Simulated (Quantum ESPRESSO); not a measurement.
# FePt (Tetraferroplatinum): energy over the lowest, no spin polarisation against volume, fitted and tested on a withheld row

System: FePt (Tetraferroplatinum), 1 Fe and 1 Pt in the cell, space group P4/mmm. From the study “FePt (Tetraferroplatinum): orders under volume”.

Method: PBE; plane waves with GBRV 1.5 PBE potentials (Quantum ESPRESSO 7.5). Settings shared by all rows: cutoff 544.23 eV, fermi-dirac occupations, smearing width 0.05 eV.

The table, with one value held back:

```
volume (factor)  energy over the lowest, no spin polarisation (meV an atom)
           0.92                                                       372.5
           0.96                                                       369.2
              1                                                           ?
           1.04                                                       458.2
           1.08                                                       536.4
```

**Question.** What energy over the lowest, no spin polarisation should the row at volume = 1 factor hold? Fit a suitable law to the other rows.

**Law.** Energy against volume follows the Birch–Murnaghan form, which is a polynomial in the Eulerian strain: second order (which fixes B′ at 4), a parabola in t = (V/1)^(−2/3) − 1. In symbols, E = c0 + c1 t + c2 t², with energy over the lowest, no spin polarisation in meV an atom.

**Fit.** Least squares on 4 rows gives c0 = 400.258, c1 = -1683.65 and c2 = 20886.9.

```
volume (factor)          t  computed     fit  computed − fit
           0.92   0.057162     372.5  372.26            0.24
           0.96   0.027588     369.2  369.71           -0.51
           1.04  -0.025808     458.2  457.62            0.58
           1.08  -0.050013     536.4  536.71           -0.31
```

The slope vanishes at t = 0.0403, so the minimum lies at V = 1 × (1 + t)^(−3/2) = 0.9425. That is the minimum of this magnetic state alone.

Shape and fractional positions are held, so this modulus can lie above that of a cell free to relax.

**Prediction.** At volume = 1 factor, t = 0, so the law predicts 400.26 meV an atom. The computed value is 400.4 meV an atom, 0.14 above the prediction. The row lies between fitted rows, so this is an interpolation.

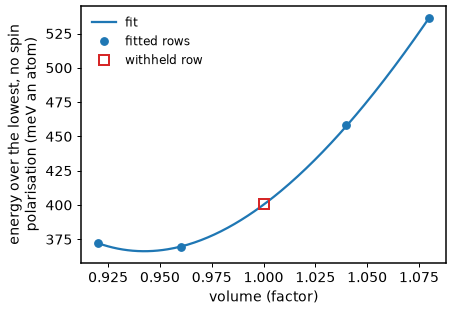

The rows, the fitted law and the withheld row.

[Logs and program files are shortened in this print: banners, set-up blocks, solver, clock and traceback lines can be left out without a mark of their own.]

[Logs are printed without paths, hosts, clocks, repeated set-up lines and the standing remarks that a program may print on its own settings, such as how far it seeks lower states.]

[Hosts, paths, dates, database ids (printed as entryN), source tags and the programs' standing remarks are cut or masked in the printed files.]

[Where a cell is said to come from a database of computed structures, the database is the Materials Project.]
